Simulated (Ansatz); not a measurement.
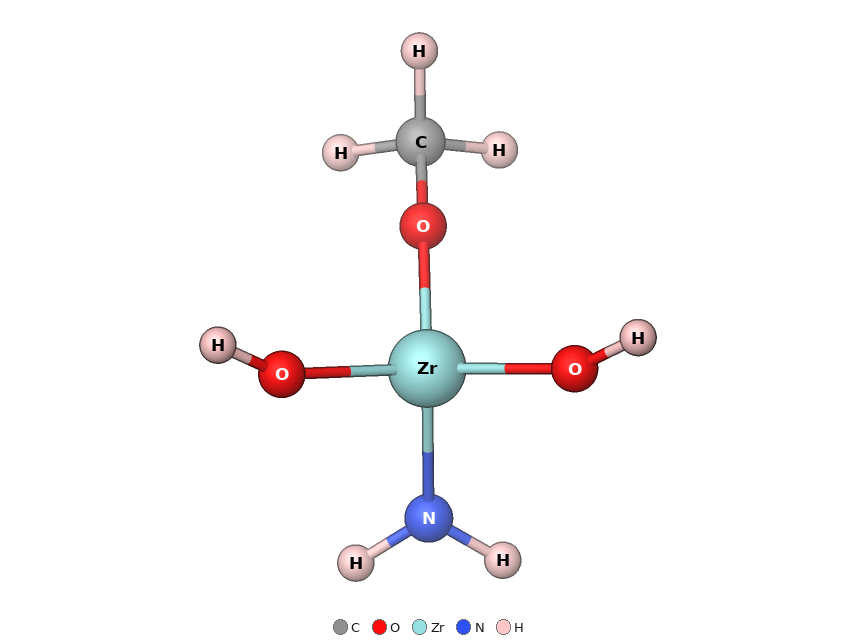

Distant atoms are faded towards the background colour. Charge 0, singlet. The computed geometry is a stationary point of PBE0-D4/def2-TZVP, a saddle point of order 1.

### List the symmetry elements and name the point group.

It has 1 mirror plane, so the point group is Cs. The group has 2 operations. The geometry is achiral, and symmetry allows a dipole moment.
